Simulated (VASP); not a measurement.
Band structure of NbZr₃C₄ (ordered alloy cell). Computed with PBEsol GGA, VASP's PBE PAW potentials (set 64) (plane waves; VASP 6.6.1).

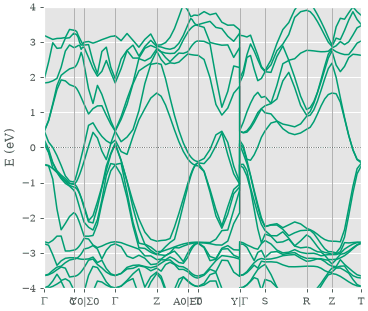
*Bands along high-symmetry lines, zero at the valence-band maximum or, without a gap, the Fermi level*

Task: Read the plot: is there a gap, and where are the band edges?

Result: It has no gap at this level: it comes out as a metal or semimetal. (Edges off the drawn lines would not show.)

The structure was generated: NbZr3C4 was put into an ordered model structure (Cmmm), which need not be its known phase. It was relaxed first. The electron count is odd and the run is not spin-polarised, which forces a metal.
